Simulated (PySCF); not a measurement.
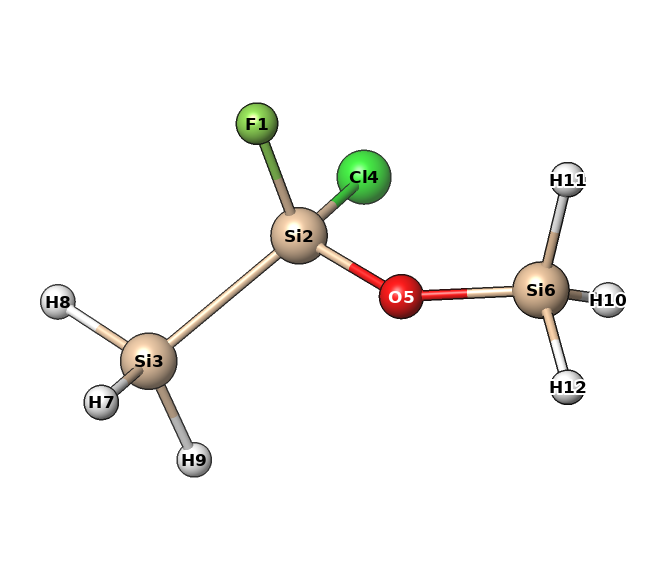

The geometry was computed by an optimisation with PBE0-D3(BJ)/def2-SVP. No frequency run is at hand to confirm it as a minimum. Electric field gradients from the ground-state density, PBE0/STO-3G (PySCF 2.14.0), non-relativistic apart from any core potentials.

Give the largest field-gradient component, the quadrupole coupling constant and the asymmetry for 35Cl at Cl4 (Q = −81.7 mb), 17O at O5 (Q = −25.6 mb), 2H at H7 (Q = 2.86 mb), 2H at H8 (Q = 2.86 mb), 2H at H9 (Q = 2.86 mb), 2H at H10 (Q = 2.86 mb).

```
atom  V_zz (a.u.)  e²qQ/h (MHz)     η
 Cl4        2.429         −46.6  0.03
  O5        2.087        −12.56  0.28
  H7        0.136         0.091  0.02
  H8        0.136         0.091  0.02
  H9        0.135         0.091  0.02
 H10        0.142         0.096  0.03
```
